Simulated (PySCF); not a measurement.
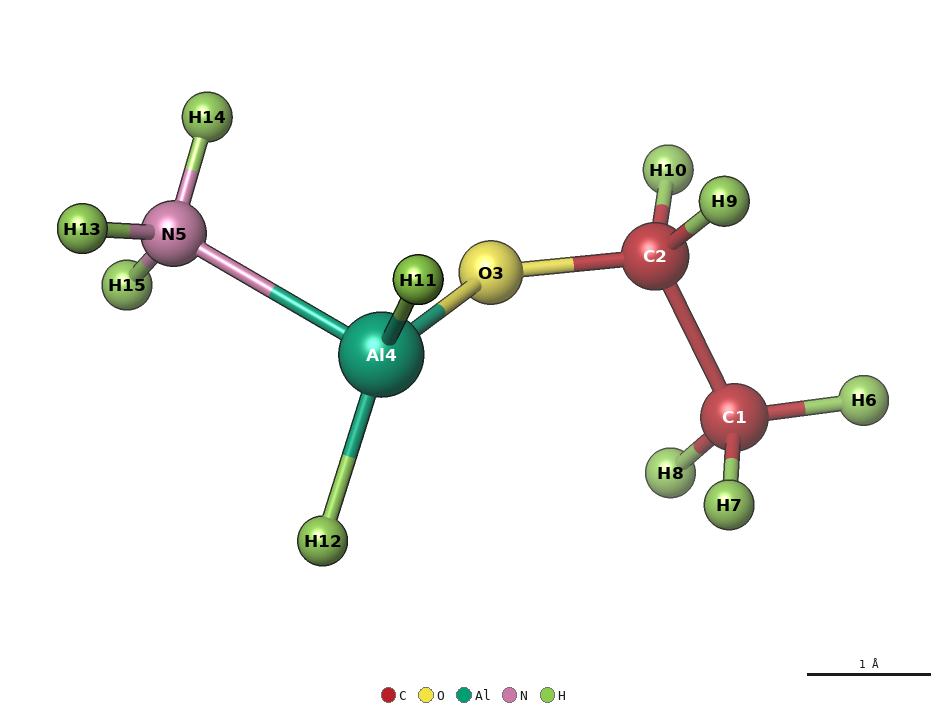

Orthographic view. Depth is shown by fading: the farther an atom, the more it takes the colour of the background. Computed geometry: PBE0-D3(BJ)/def2-SVP optimisation. No frequency run is at hand to confirm it as a minimum.

Write the connection table.

C1: C2, H6, H7, H8
C2: C1, O3, H9, H10
O3: C2, Al4
Al4: O3, N5, H11, H12
N5: Al4, H13, H14, H15
(terminal hydrogens appear only as neighbours)
